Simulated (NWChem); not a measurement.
# One shape, several levels: GaCl (SMILES [Cl][Ga])

Wanted: a comparison of 6 runs (HF/3-21G, HF/aug-cc-pVDZ, B3LYP/6-31G*, B3LYP/cc-pVTZ, PBE0/def2-SVP) of GaCl. 

The calculation is run with NWChem 7.3.0.

5 further runs of the same task are left out: 2 that didn't finish, 3 set aside as unsound or not needed. Runs told in other sessions of the task aren't counted.

## (1) The system as given

GaCl has 2 atoms, charge 0, and is taken as a singlet. As SMILES, `[Cl][Ga]`. The shape is that of a PBE0-D4/def2-TZVP optimisation.

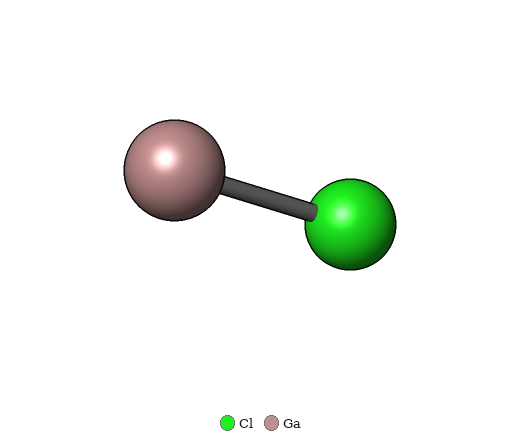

The structure, seen from a chosen angle (chlorine green, gallium pink).

## (2) Energy and forces at HF/3-21G (run 1)

Input file clga.nw:

```
start clga
title "ClGa gradient"
memory stack 880 mb heap 220 mb global 1100 mb

geometry noautosym nocenter noautoz
 Cl     0.000000     0.000000    -0.023560
 Ga     0.000000     0.000000     2.192160
end

basis spherical bse
 * library 3-21G
end

scf
 singlet
 rhf
 thresh 1e-08
 maxiter 80
 print medium
end

task scf gradient
```

Started as:

```sh
$ nwchem clga.nw > clga.out
```

The log of the run:

```text
[...]
  functions       =    35
[...]
  wavefunction    = RHF
[...]
         Total SCF energy =  -2371.201676822336
      One-electron energy =  -3559.702491979741
      Two-electron energy =   1062.638156417655
 Nuclear repulsion energy =    125.862658739751
        Time for solution =      1.1s
[...]
                         RHF ENERGY GRADIENTS
    atom               coordinates                        gradient
                 x          y          z           x          y          z
   1 Cl      0.000000   0.000000  -0.044522    0.000000   0.000000   0.023319
   2 Ga      0.000000   0.000000   4.142582   -0.000000  -0.000000  -0.023319
[...]
```

Run time: 2.2 s. Hardware: 1 thread of Intel Xeon at 2.60GHz (Ice Lake), shared host; peak memory 0.098 GiB.

## (3) Energy and gradient at HF/aug-cc-pVDZ (run 2)

Input file clga.nw:

```
start clga
title "ClGa"
memory stack 880 mb heap 220 mb global 1100 mb

geometry units angstroms noautosym nocenter noautoz
  Cl    0.000000    0.000000   -0.023560
  Ga    0.000000    0.000000    2.192160
end

basis spherical bse
  Cl library aug-cc-pVDZ
  Ga library aug-cc-pVDZ
end

scf
  thresh 1e-08
  maxiter 80
end

task scf gradient
```

Started as:

```sh
$ nwchem clga.nw > clga.out
```

The log of the run:

```text
[...]
  functions       =    63
[...]
  wavefunction    = RHF
[...]
         Total SCF energy =  -2382.797235777804
      One-electron energy =  -3570.664537289189
      Two-electron energy =   1062.004642771634
 Nuclear repulsion energy =    125.862658739751
        Time for solution =     79.0s
[...]
                         RHF ENERGY GRADIENTS
    atom               coordinates                        gradient
                 x          y          z           x          y          z
   1 Cl      0.000000   0.000000  -0.044522    0.000000  -0.000000   0.009755
   2 Ga      0.000000   0.000000   4.142582   -0.000000   0.000000  -0.009755
[...]
```

It took 2 min on 1 thread of Intel Xeon at 2.60GHz (Ice Lake), shared host; peak memory 0.1 GiB.

Runs 3 to 5 aren't shown in full; the table further down has their settings and results.

## (4) Energy and gradient at PBE0/def2-SVP (run 6)

Input file input.nw:

```
start input
title "ClGa PBE0"
memory total 2200 mb

geometry units angstroms noautosym nocenter noautoz
 Cl     0.000000     0.000000    -0.023560
 Ga     0.000000     0.000000     2.192160
end

basis spherical bse
 * library def2-SVP
end

dft
 xc pbe0
 grid xfine
 convergence energy 1e-08
 maxiter 100
 mulliken
 noprint "final vectors analysis"
end

task dft gradient
```

Started as:

```sh
$ nwchem input.nw > input.out
```

The log of the run:

```text
[...]
          Wavefunction type:  closed shell.
          No. of atoms     :     2
          No. of electrons :    48
[...]
          Charge           :     0
          Spin multiplicity:     1
[...]
          AO basis - number of functions:    50
[...]
              XC Information
              --------------
                         PBE0 Method XC Functional
                     Hartree-Fock (Exact) Exchange  0.250
          PerdewBurkeErnzerhof Exchange Functional  0.750
            Perdew 1991 LDA Correlation Functional  1.000 local
           PerdewBurkeErnz. Correlation Functional  1.000 non-local
[...]
 d= 0,ls=0.0,diis     1  -2384.2825622598 -2.51D+03  2.16D-02  2.32D-01     1.0
[...]
 d= 0,ls=0.0,diis     8  -2384.3219475954 -1.30D-09  3.54D-06  3.76D-08     5.1
         Total DFT energy =    -2384.321947595446
      One electron energy =    -3570.522803841604
           Coulomb energy =     1163.257663093320
    Exchange-Corr. energy =     -102.919465586913
 Nuclear repulsion energy =      125.862658739751
[...]
      Total Density - Mulliken Population Analysis
     ---------------------------------------------
    Atom       Charge   Shell Charges
 -----------   ------   -------------------------------------------------------
    1 Cl  17    17.32   2.00  1.99  1.25  0.71  5.93  2.12  3.31  0.01
    2 Ga  31    30.68   2.00  2.00  2.00  1.53  0.42  6.00  5.98  0.41  0.27  8.04  1.83  0.20
[...]
  wavefunction    = closed shell
                         DFT ENERGY GRADIENTS
    atom               coordinates                        gradient
                 x          y          z           x          y          z
   1 Cl      0.000000   0.000000  -0.044522   -0.000000   0.000000   0.000327
   2 Ga      0.000000   0.000000   4.142582    0.000000  -0.000000  -0.000327
[...]
```

Wall time 7.2 s (1 thread of Intel Xeon at 2.60GHz (Ice Lake), shared host); peak memory 0.12 GiB.

## (5) Overview of the runs

```
run                               level  Cartesian functions  iteration cap   energy (Eh)  dipole moment (D)  largest force (eV/Å)  wall time
  1                            HF/3-21G                   no             80  -2371.201677               3.31                 1.199      2.2 s
  2                      HF/aug-cc-pVDZ                   no             80  -2382.797236               2.48                 0.502      2 min
  3  B3LYP/6-31G* (Cartesian functions)                  yes            100  -2384.898834                  –                 0.465       14 s
  4                       B3LYP/cc-pVTZ                   no            100  -2385.245314                  –                 0.290    2.7 min
  5  B3LYP/6-31G* (spherical functions)                   no            100  -2384.890768               2.35                 0.435       12 s
  6                       PBE0/def2-SVP                   no            100  -2384.321948               2.03                 0.017      7.2 s
```

## (6) Summary of results

| quantity | value |
| --- | --- |
| run 6: total energy | -2384.32195 Eh |
| run 6: dipole moment | 2.03 D |
| run 6: largest force on an atom | 0.017 eV/Å |

Over runs 1, 2, 5, 6 the dipole moment (its size) runs from 2.03 D (PBE0/def2-SVP) to 3.31 D (HF/3-21G). The two ends differ in method and basis. Totals of different functionals can't be ranked against each other. All runs together took 5.4 min, the longest 2.7 min.
